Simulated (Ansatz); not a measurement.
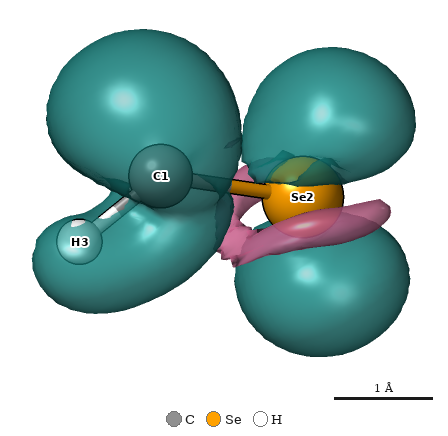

*CHSe (SMILES [CH]=[Se]) (doublet). Isosurfaces of the spin density (α minus β) at +0.02 (teal) and −0.02 e/Å³ (pink), seen at a tilt.*

Geometry: PBE0-D4/def2-TZVP.

Method: isolated molecule in a Gaussian basis; Kohn-Sham density functional theory, functional PBE0 (Ansatz).

| atom | x (Å) | y (Å) | z (Å) |
| --- | --- | --- | --- |
| C | -0.5456 | 1.1042 | -0.0972 |
| Se | -1.0807 | -0.1160 | -1.1423 |
| H | 0.2457 | 1.8479 | -0.1879 |

Question: Which atoms carry the spin?

Answer: The unpaired spin (1 electron) lies mostly on C1 (about 0.6) and Se2 (about 0.3), in electrons by Hirshfeld's partition.
